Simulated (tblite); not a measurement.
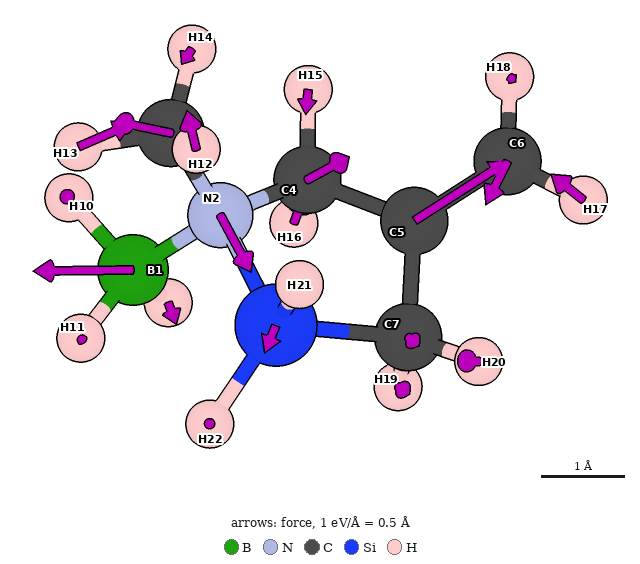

Starting geometry of C5H14BNSi with the computed forces as purple arrows. Style: ball-and-stick. Shown at a tilt.

These are results of GFN2-xTB geometry optimisation, gas phase in tblite, not measurements. 

Question: What follows when this structure is relaxed?

Answer: It isn't relaxed: the largest force vector, on a C atom, is 2.75 eV/Å. The final displacements have little in common with the starting forces (cosine between the two patterns 0.11). An H atom moves most after the best rigid fit: 1.20 Å. By element the largest moves are H 1.20 Å, Si 0.49 Å, B 0.45 Å, C 0.42 Å, N 0.19 Å. Some distances before and after: B–N 1.535 → 1.639 Å, C–H 1.140 → 1.087 Å, C–N 1.420 → 1.460 Å, C–Si 1.875 → 1.910 Å. Bond angles that change, for instance: H–C–H 114.7° → 106.3°, H–B–H 105.6° → 113.0°, C–C–Si 96.6° → 104.1°. Groups turn about C–N by about 45°, N–Si by about 40°, C–Si by about 30°. Over 157 geometry steps the energy falls by 1.112 eV. The run took 2.3 s on 1 thread of Arm Neoverse N1, on a shared host.
